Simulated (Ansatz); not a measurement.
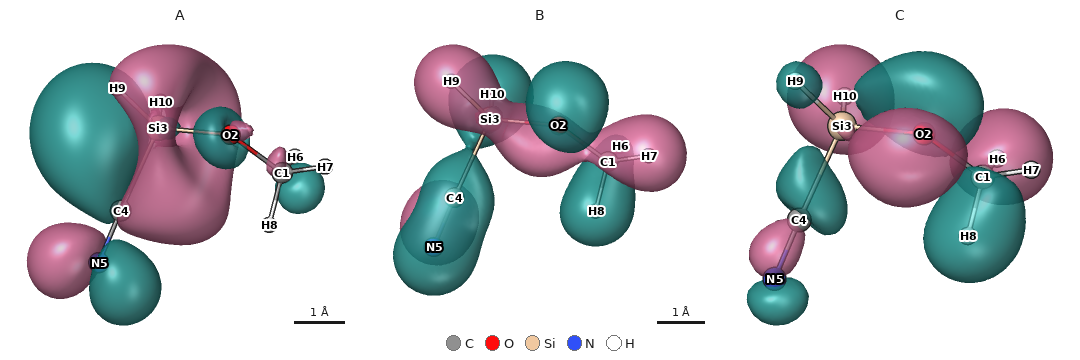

The picture shows: C$_{2}$H$_{5}$NOSi (SMILES CO[SiH2]C#N). Three frontier orbitals at ±0.08 Å⁻³ᐟ² (teal and pink are the two phases), in no order.

Geometry: PBE0-D4/def2-TZVP.

These are results of RKS PBE0-D4/def2-TZVPP in Ansatz 0.2.0, not measurements.

```xyz
10

C    -1.2568    0.5070   -0.7855
O    -0.0005    0.9821   -0.3400
Si    0.9098    0.2460    0.7865
C     1.3024   -1.4822    0.2234
N     1.5152   -2.5549   -0.1389
H    -1.9665    0.4232    0.0441
H    -1.6466    1.2221   -1.5099
H    -1.1580   -0.4693   -1.2697
H     2.1759    0.9895    0.9107
H     0.2084    0.0854    2.0822
```

**Which picture is the HOMO−1, the HOMO and the LUMO?**

B is the HOMO−1 (−9.49 eV). It lies mainly on O2 (about 35 %), N5 (about 15 %), Si3 (about 10 %), C1 (about 10 %) and C4 (about 10 %). C is the HOMO (−9.00 eV). By Hirshfeld shares it lies mainly on O2 (about 50 %), C1 (about 10 %), Si3 (about 10 %), H10 (about 10 %) and H6 (about 5 %). A is the LUMO (−1.00 eV). By Hirshfeld shares it lies mainly on Si3 (about 35 %), N5 (about 20 %), C4 (about 20 %) and O2 (about 5 %).

**What is the HOMO–LUMO gap?**

8.00 eV between the orbital energies.
